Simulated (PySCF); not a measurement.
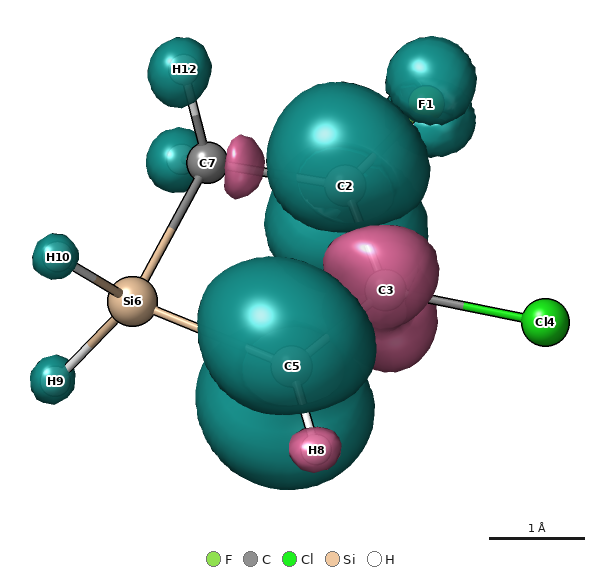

Figure 1: C4H5ClFSi (SMILES FC1=C(Cl)[CH][SiH2]C1) (doublet). Isosurfaces of the spin density at +0.02 (teal) and −0.02 e/Å³ (pink), seen at a tilt.

Geometry: GFN2-xTB.

These are results of UKS B3LYP, pcH-1 on C Cl F H Si, non-relativistic, mean-field spin-orbit, GIAO (PySCF 2.14.0, density-fitted response routines), not measurements.

```xyz
12

F     1.0204    2.3714    0.0268
C     0.5550    1.1131    0.0096
C     1.3878    0.0174   -0.0414
Cl    3.1082    0.2054   -0.0882
C     0.7728   -1.2231   -0.0528
Si   -1.0752   -1.0184    0.0030
C    -0.9066    0.8931    0.0464
H     1.3598   -2.1220   -0.0907
H    -1.7904   -1.4659   -1.1954
H    -1.7269   -1.5259    1.2135
H    -1.3772    1.3993   -0.7985
H    -1.3267    1.3551    0.9417
```

**Where is the unpaired spin?**

The unpaired spin (1 electron) lies mostly on C5 (about 0.4), C2 (about 0.4) and F1 (about 0.1), in electrons by Hirshfeld's partition.
